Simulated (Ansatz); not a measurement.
# CGaOSi (doublet): what the fields show

```yaml
atoms:
  - { symbol: C, position_ang: [-0.2055, -0.4853, -0.5120] }
  - { symbol: Ga, position_ang: [0.3257, 1.4396, 1.2063] }
  - { symbol: O, position_ang: [0.5173, -0.3528, -1.4210] }
  - { symbol: Si, position_ang: [-1.2842, -0.6322, 0.9106] }
```

Geometry: PBE0-D3(BJ)/def2-SVP.

Theory: isolated molecule in a Gaussian basis; Kohn-Sham density functional theory, functional PBE0 (Ansatz).

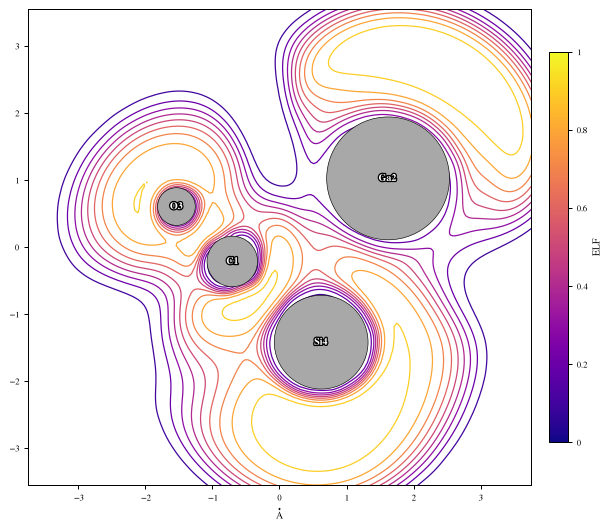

Figure 1. Electron localisation function on the molecular plane. Grey discs cover the atomic cores.

Q: What does the map show?

A:
- The section cuts through C, Ga, O and Si sites.
- C–O (1.17 Å): the ELF peaks at about 0.85 between the atoms; a short, multiple covalent bond.
- C–Si (1.79 Å): the ELF peaks at about 0.90 between the atoms (a covalent bond).
- Ga–Si (2.64 Å): the ELF peaks at about 0.80 in the valence shell of Si, 1.1 Å from its nucleus, and is about 0.75 at the midpoint.
- The ELF also peaks beside Si4 and O3, away from the bonds: non-bonding electrons, paired or unpaired.

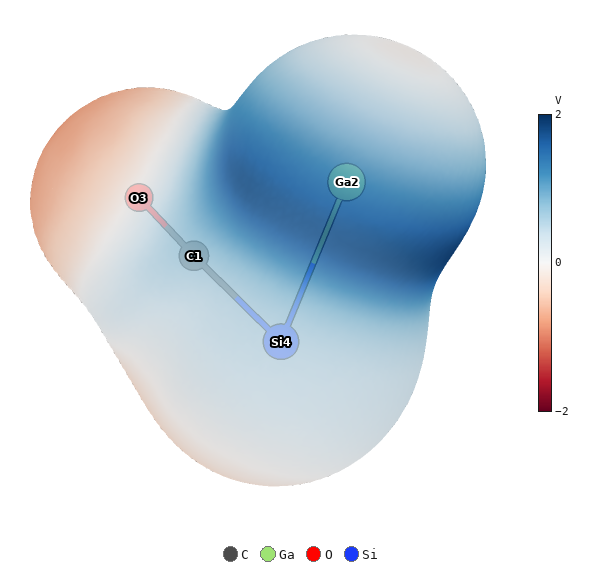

Figure 2. The molecular electrostatic potential painted on the density surface at 0.002 e/bohr³, seen at a tilt; red is negative and blue positive.

Q: Which sites attract a positive test charge, and which a negative one?

A: A positive charge is drawn to the negative regions and a negative charge to the positive ones. The most negative region (about −0.8 V) lies over O3, the most positive (about +1.9 V) over Ga2.

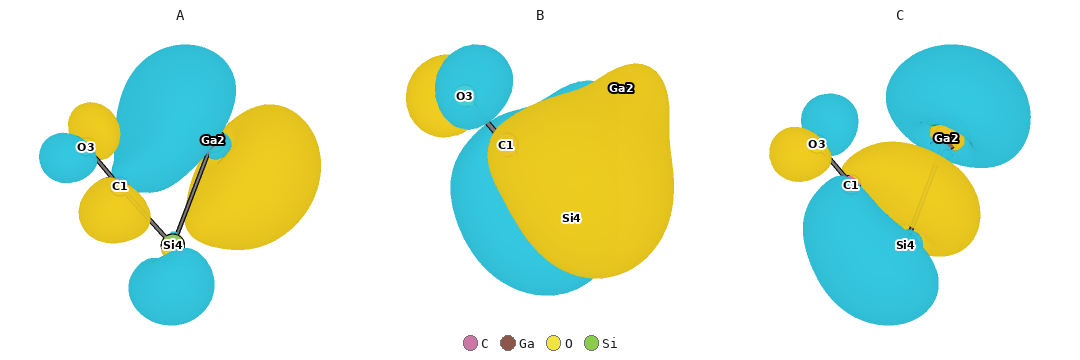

Figure 3. Three frontier orbitals at ±0.08 Å⁻³ᐟ² (yellow and cyan are the two phases), in no order.

Q: Which picture is the HOMO−1, the HOMO and the LUMO? All are α orbitals.

A: B is the HOMO−1 (α) (−6.35 eV). By Hirshfeld shares it lies mainly on Si4 (about 55 %), C1 (about 20 %), O3 (about 15 %) and Ga2 (about 10 %); it changes sign across the molecular plane (π type); π-bonding across C1–Si4; π-antibonding (a node) across C1–O3. C is the HOMO (α) (−5.73 eV). It lies mainly on Ga2 (about 40 %), Si4 (about 35 %), C1 (about 15 %) and O3 (about 10 %); it is symmetric in the molecular plane (an in-plane orbital: σ, lone-pair or in-plane π type). A is the LUMO (α) (−2.19 eV). By Hirshfeld shares it lies mainly on Ga2 (about 65 %), Si4 (about 15 %), C1 (about 10 %) and O3 (about 10 %); it is symmetric in the molecular plane (an in-plane orbital: σ, lone-pair or in-plane π type).

Q: What is the gap between the highest occupied and lowest empty α orbitals?

A: 3.54 eV between the orbital energies.
